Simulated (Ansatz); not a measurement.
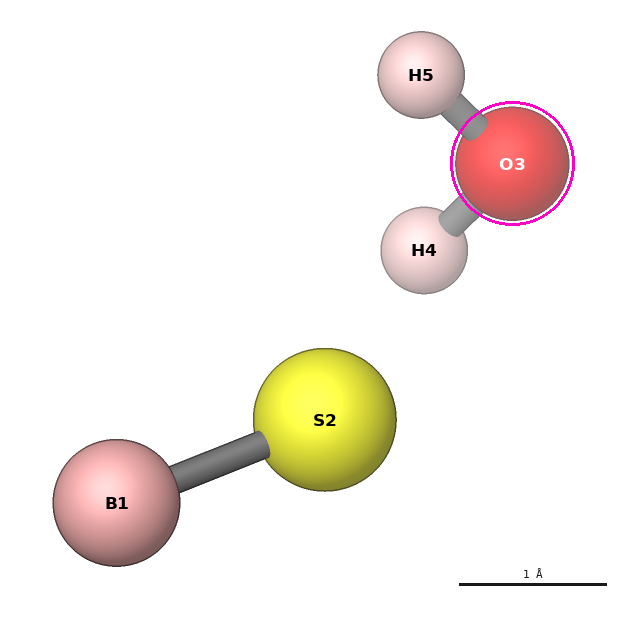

Orthographic view. Atoms fade into the background with distance from the viewer. State: neutral, doublet. Computed geometry: PBE-D4/def2-SVP optimisation. No frequency run is at hand to confirm it as a minimum.

Name the neighbours of the circled atom.

The circled atom is O3; it is bonded to H4, H5.

Which atom is farthest from the viewer?

H4, 1.4 Å behind the mean position.

Which atom is nearest the viewer?

B1, 1.7 Å in front of the mean position.
